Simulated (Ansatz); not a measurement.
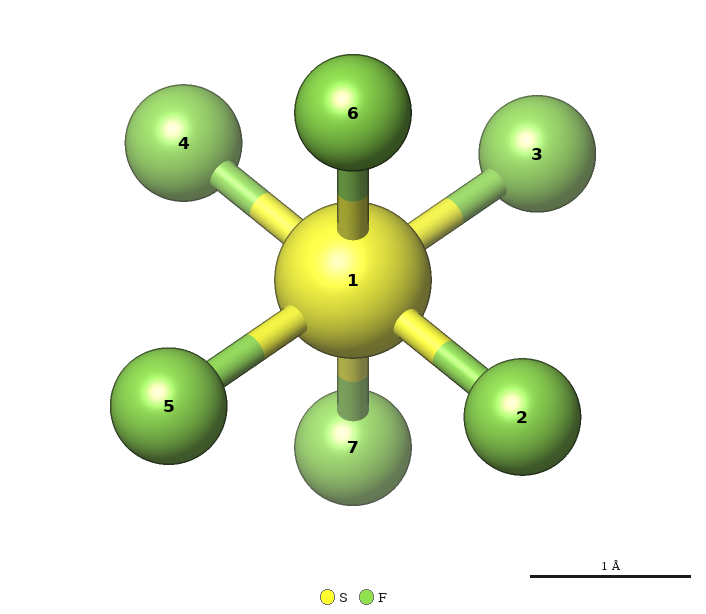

The picture comes from a calculation with Ansatz.

Orthographic view. Depth is shown by fading: the farther an atom, the more it takes the colour of the background. Geometry: a fixed input geometry, not necessarily a minimum.

Write a MOL file (V2000) with the atoms in numerical order, bonds sorted by atom number with the orders drawn, and coordinates in the frame of the picture: x right, y up, z towards the viewer, origin at the mean position.

```
SF6
                    3D

  7  6  0  0  0  0  0  0  0  0999 V2000
    0.0000    0.0000    0.0000 S   0  0  0  0  0  6  0  0  0  0  0  0
    1.0600   -0.8600    0.7700 F   0  0  0  0  0  0  0  0  0  0  0  0
    1.1500    0.7900   -0.7100 F   0  0  0  0  0  0  0  0  0  0  0  0
   -1.0600    0.8600   -0.7700 F   0  0  0  0  0  0  0  0  0  0  0  0
   -1.1500   -0.7900    0.7100 F   0  0  0  0  0  0  0  0  0  0  0  0
    0.0000    1.0500    1.1600 F   0  0  0  0  0  0  0  0  0  0  0  0
    0.0000   -1.0500   -1.1600 F   0  0  0  0  0  0  0  0  0  0  0  0
  1  2  1  0
  1  3  1  0
  1  4  1  0
  1  5  1  0
  1  6  1  0
  1  7  1  0
M  END
```
